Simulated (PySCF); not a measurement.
C6H6F (doublet)

| atom | x (Å) | y (Å) | z (Å) |
| --- | --- | --- | --- |
| C | 2.1605 | 0.2328 | -0.2742 |
| C | 0.8060 | 0.1140 | -0.1066 |
| C | 0.0538 | -1.0390 | 0.1074 |
| F | 0.5342 | -2.2886 | 0.1910 |
| C | -1.3960 | -0.7494 | 0.2419 |
| C | -1.4073 | 0.7393 | 0.0775 |
| C | -0.1730 | 1.2052 | -0.1159 |
| H | 2.7982 | -0.6317 | -0.2506 |
| H | 2.6148 | 1.1928 | -0.4319 |
| H | -1.9944 | -1.2558 | -0.5225 |
| H | -1.7947 | -1.0632 | 1.2122 |
| H | -2.3159 | 1.3123 | 0.1170 |
| H | 0.1094 | 2.2318 | -0.2631 |

Geometry: GFN2-xTB.

Computed with UKS B3LYP, pcH-1 on C F H, non-relativistic, mean-field spin-orbit, GIAO in PySCF 2.14.0, density-fitted response routines.

Predict the electron density, electron localisation function and spin density between the atoms.

Answer. C–C (1.33 Å): ρ at the midpoint is about 2.3 e/Å³; the ELF peaks at about 0.95 between the atoms; a short, multiple covalent bond.
C–F (1.34 Å): ρ at the midpoint is about 2.3 e/Å³; the ELF peaks at about 0.85 between the atoms; a shared but strongly polarised pair.
C–H (1.07 Å): the density is about 2 e/Å³ at the midpoint; the ELF climbs to about 1 towards the hydrogen, as it does in any bond to H: a covalent bond by its length.
C–C (1.39 Å): ρ at the midpoint is about 2.1 e/Å³; the ELF peaks at about 0.95 between the atoms, as expected for a covalent bond.
The unpaired spin (1 electron) lies mostly on C1 (about 0.4), C3 (about 0.4) and F4 (about 0.1), in electrons by Hirshfeld's partition.

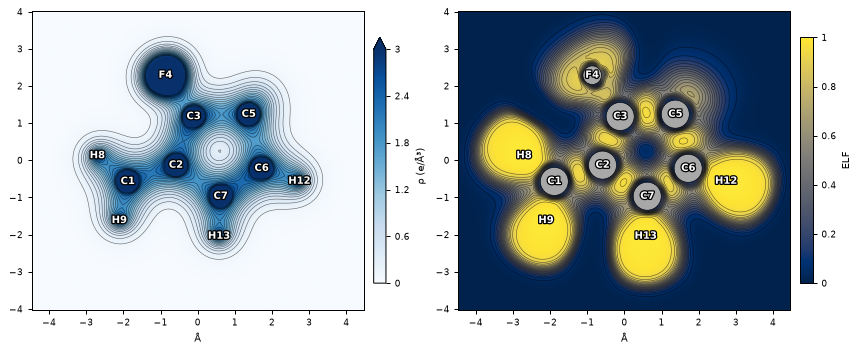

Computed electron density and electron localisation function on the plane of atoms C7, C6 and H12, in this order. Grey discs cover the atomic cores in the ELF map. 
